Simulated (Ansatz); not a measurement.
## ZnSe: pressure series

The reference is ZnSe in the zinc blende structure (space group F-43m, No. 216).

```yaml
crystal:
  lattice:
    - [0.00000, 2.86650, 2.86650]
    - [2.86650, 0.00000, 2.86650]
    - [2.86650, 2.86650, 0.00000]
  atoms:
    - { symbol: Se, position: [0.75000, 0.75000, 0.75000] }
    - { symbol: Zn, position: [0.00000, 0.00000, 0.00000] }
```

Cell and atoms are relaxed at each pressure.

Method: Ansatz (an electronic-structure program), PBE, PAW, cutoff 420 eV, spin-orbit coupling left out.

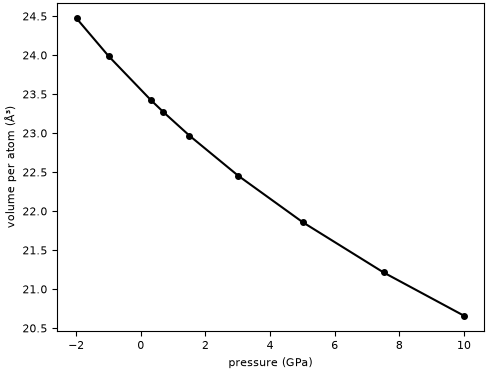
*Volume against pressure*

Task: Estimate the zero-pressure bulk modulus from the plot.

Result: About 57 GPa; a third-order Birch–Murnaghan fit to the points gives V₀ = 23.55 Å³/atom, B₀ = 57 GPa and B₀′ = 4.5.

Measured bulk modulus of ZnSe: 62.4 GPa (temperature not stated; as listed in Cormac Toher et al., Physical Review Materials (2017)); the computed value is for a static lattice, so the two differ by thermal effects too.

Between the base and pressure 5 GPa the gap moves from 1.15 eV to 1.45 eV, a mean slope of 60 meV/GPa.

Load acts through the strain it causes; cell and atoms are relaxed under it. Whether these cells are dynamically stable was not tested. Tetrahedral semiconductors of this kind turn to denser phases somewhere between about 1 and 50 GPa; those were not computed, so compressed cells here can lie past the real transition.
